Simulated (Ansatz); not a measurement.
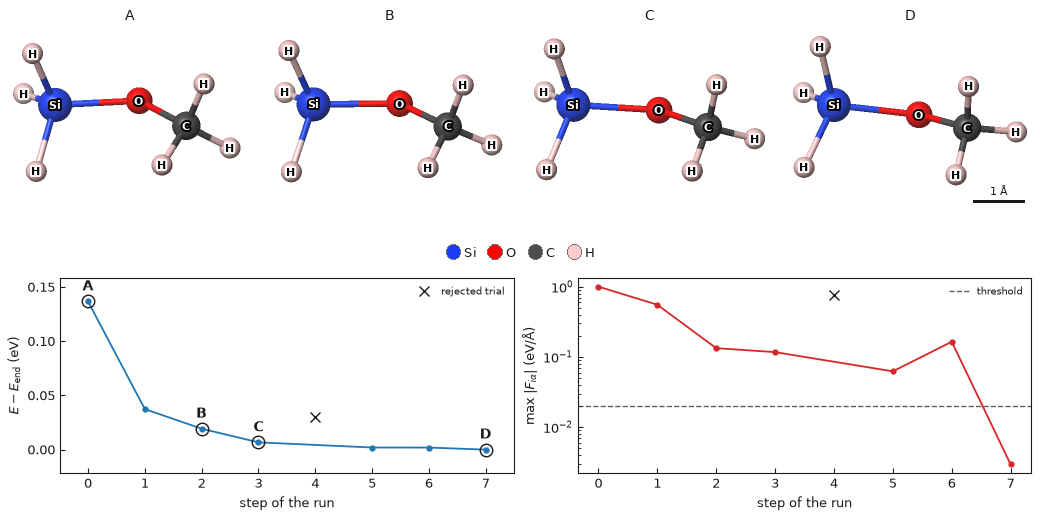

Frames of a relaxation of CH6OSi, marked on the history of the run. A ball-and-stick model, seen at a tilt.

The run prepares the start of a later molecular dynamics calculation, from a guessed geometry.

Method: RKS CAM-B3LYP-D4/6-31G in Ansatz 0.2.0. Settings: no spin polarisation; force threshold 0.02 eV/Å; at most 40 steps.

> Describe the path.

The largest move after the best rigid fit is that of an H atom, 0.35 Å. Largest moves by element: H 0.35 Å, O 0.30 Å, C 0.04 Å, Si 0.03 Å. Some distances before and after: H–Si 1.459 → 1.504 Å, O–Si 1.680 → 1.724 Å, C–H 1.110 → 1.090 Å, C–O 1.420 → 1.436 Å. Among the angles between lasting bonds that change: O–Si–H 109.5° → 105.9°, O–C–H 109.5° → 107.4°, O–C–H 109.5° → 111.6°. Groups turn about C–O by about 35°. The energy falls by 0.137 eV in 6 accepted moves (7 points after the start). The largest force component goes from 1 to 0.0029 eV/Å. The line search rejected the trial step at point 4 of the run. From step 0 to 2: an H atom moves most (0.13 Å), energy −0.117 eV. From step 2 to 3: O and H atoms move most (0.14 Å), energy −0.013 eV. From step 3 to 7: an H atom moves most (0.17 Å), energy −0.007 eV.

| step | E − E(0), eV | largest force component, eV/Å | note |
| --- | --- | --- | --- |
| 0 | 0.0000 | 1.0049 |  |
| 1 | -0.0993 | 0.5550 |  |
| 2 | -0.1174 | 0.1334 |  |
| 3 | -0.1300 | 0.1172 |  |
| 4 | -0.1066 | 0.7736 | rejected |
| 5 | -0.1347 | 0.0623 |  |
| 6 | -0.1348 | 0.1649 |  |
| 7 | -0.1367 | 0.0029 |  |

Limits of the set-up: the basis has no polarisation functions, which atoms past neon need.
